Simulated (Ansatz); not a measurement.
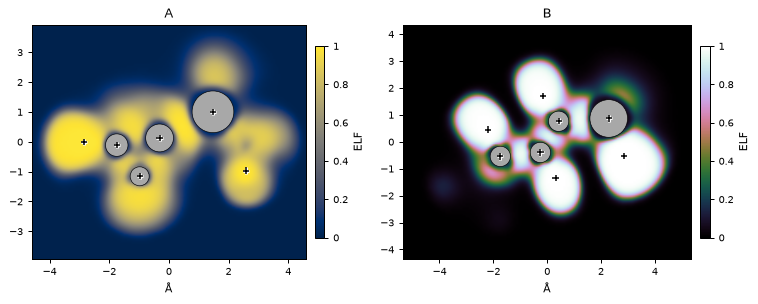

The electron localisation function of 2 systems, each on a plane through atoms (crosses mark nuclei in the plane; grey discs cover the cores).

Level of theory: RKS PBE0-D4/def2-SVP (Ansatz).

System 1: CH$_{4}$BNOSi, the plane of atoms C4, B3 and N5. 

```yaml
atoms:
  - { symbol: O, position_ang: [-0.5305, 0.1840, -2.1263] }
  - { symbol: Si, position_ang: [0.0785, -0.8639, -0.9766] }
  - { symbol: B, position_ang: [0.5332, 0.0952, 0.7102] }
  - { symbol: C, position_ang: [1.0638, 0.4328, 2.0224] }
  - { symbol: N, position_ang: [0.2879, 1.3085, 1.4620] }
  - { symbol: H, position_ang: [-1.0953, 0.8863, -1.7902] }
  - { symbol: H, position_ang: [1.2785, -1.5042, -1.5832] }
  - { symbol: H, position_ang: [-0.8981, -1.9447, -0.6187] }
  - { symbol: H, position_ang: [1.5847, 0.4418, 2.9874] }
```

System 2: C$_{4}$H$_{10}$Si, the plane of atoms Si5, C4 and H12. 

```json
{"atom": "C", "x (Å)": "-1.8133", "y (Å)": "-1.4555", "z (Å)": "-0.5608"}
{"atom": "C", "x (Å)": "-0.3462", "y (Å)": "-1.1294", "z (Å)": "-0.8266"}
{"atom": "C", "x (Å)": "0.2375", "y (Å)": "-0.2160", "z (Å)": "0.2045"}
{"atom": "C", "x (Å)": "0.7617", "y (Å)": "0.9974", "z (Å)": "-0.0244"}
{"atom": "Si", "x (Å)": "1.4570", "y (Å)": "2.0888", "z (Å)": "1.3176"}
{"atom": "H", "x (Å)": "-2.2071", "y (Å)": "-2.1570", "z (Å)": "-1.3116"}
{"atom": "H", "x (Å)": "-1.9476", "y (Å)": "-1.9178", "z (Å)": "0.4302"}
{"atom": "H", "x (Å)": "-2.4320", "y (Å)": "-0.5453", "z (Å)": "-0.5884"}
{"atom": "H", "x (Å)": "-0.2278", "y (Å)": "-0.6815", "z (Å)": "-1.8268"}
{"atom": "H", "x (Å)": "0.2345", "y (Å)": "-2.0702", "z (Å)": "-0.8340"}
{"atom": "H", "x (Å)": "0.2035", "y (Å)": "-0.5952", "z (Å)": "1.2371"}
{"atom": "H", "x (Å)": "0.7817", "y (Å)": "1.3573", "z (Å)": "-1.0632"}
{"atom": "H", "x (Å)": "2.9055", "y (Å)": "2.3891", "z (Å)": "1.0832"}
{"atom": "H", "x (Å)": "1.3137", "y (Å)": "1.3974", "z (Å)": "2.6363"}
{"atom": "H", "x (Å)": "0.7397", "y (Å)": "3.4023", "z (Å)": "1.3758"}
```

Q: Match each panel to its system.

A: Panel A is system 1, CH$_{4}$BNOSi: the plane holds Si, B, C, N and H. C–N (1.30 Å): the ELF peaks at about 0.85 between the atoms: a covalent bond. Panel B is system 2, C$_{4}$H$_{10}$Si: the plane holds C, Si and H. C–C (1.34 Å): the ELF peaks at about 0.95 between the atoms (a multiple bond).
